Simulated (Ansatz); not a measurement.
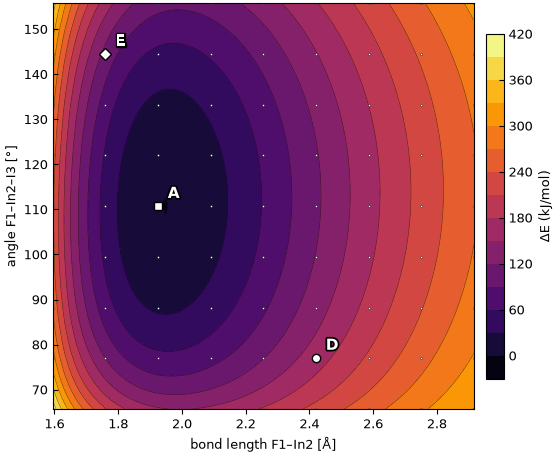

FHIIn, SMILES [F][InH][I]. 
- Coordinates scanned: (1) bond length F1–In2; (2) angle F1–In2–I3.
- Nothing is relaxed (all other coordinates rigid).
- The scan uses a 9 × 9 grid.
- Points are written as (first, second).
- Energies are in kJ/mol, from the relaxed molecule at the same level.
- The reference is spin-restricted, which grows unreliable where a bond is stretched far.
- Level of theory: RKS CAM-B3LYP-D4/def2-TZVP (Ansatz).

The picture shows filled contours, dots at the grid points, lettered points. Between grid points the surface is interpolated.

> What kind of point is each of A, D: minimum, saddle, maximum or slope?

A: minimum; D: on a slope. (In these two coordinates alone; a stationary point may lie a little off the grid point.)

> Rank the lettered points by energy, lowest first.

A (0.40 kJ/mol), E (111 kJ/mol), D (167 kJ/mol).
